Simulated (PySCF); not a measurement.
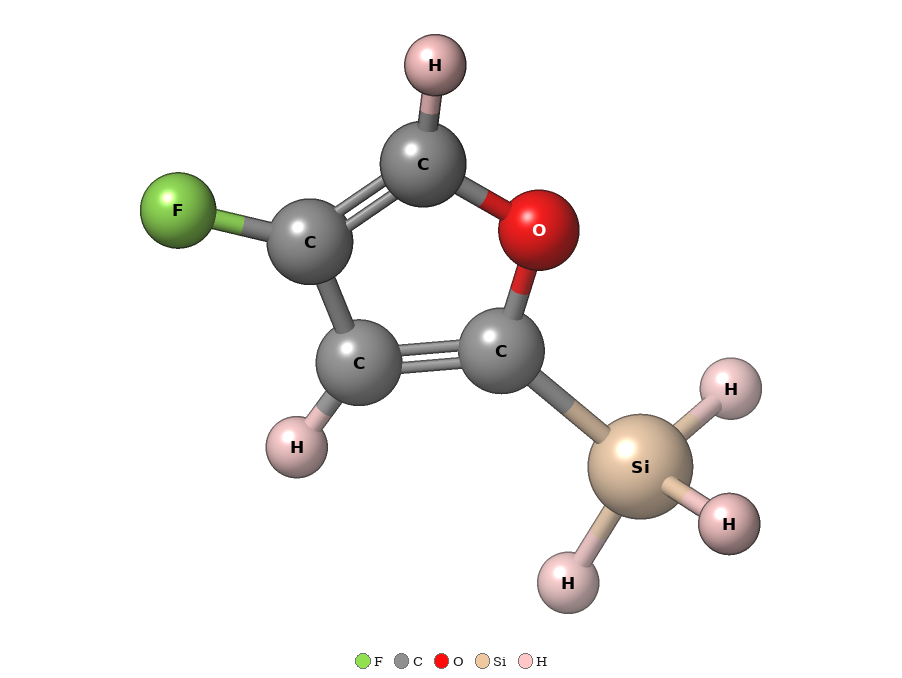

Orthographic view. Atoms fade into the background with distance from the viewer. The computed structure is the end point of a PBE0-D3(BJ)/def2-SVP optimisation. No frequency run is at hand to confirm it as a minimum.

> Give the standard InChI.

InChI=1S/C4H5FOSi/c5-3-1-4(7)6-2-3/h1-2H,7H3
